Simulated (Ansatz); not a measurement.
```yaml
atoms:
  - { symbol: Al, position_ang: [-0.0571, 0.1213, 0.0359] }
  - { symbol: N, position_ang: [-0.0321, -0.0971, 1.8097] }
  - { symbol: H, position_ang: [-0.8290, -0.3036, 2.4152] }
  - { symbol: H, position_ang: [0.8176, -0.0290, 2.3730] }
  - { symbol: H, position_ang: [1.2979, 0.4409, -0.7388] }
  - { symbol: N, position_ang: [-1.5871, -0.0166, -0.8777] }
  - { symbol: H, position_ang: [-2.5138, -0.2176, -0.4969] }
  - { symbol: H, position_ang: [-1.6514, 0.1017, -1.8905] }
```

Level of theory: RKS PBE-D4/def2-SVP (Ansatz 0.2.0).

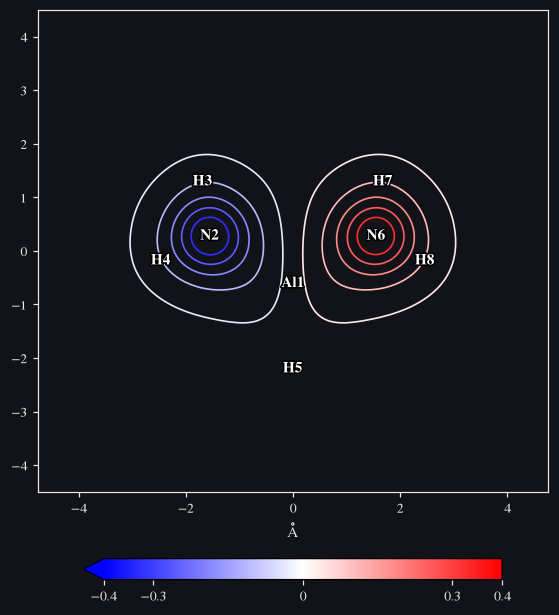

AlH₅N₂. The HOMO on a plane 0.8 Å above the molecular plane (values in Å⁻³ᐟ²; the overall sign is arbitrary).

Question: Describe this orbital and give its energy.

Answer: Its weight (Hirshfeld) is mainly on N2 (about 40 %) and N6 (about 40 %); it changes sign across the molecular plane (π type). Its energy is −5.12 eV.
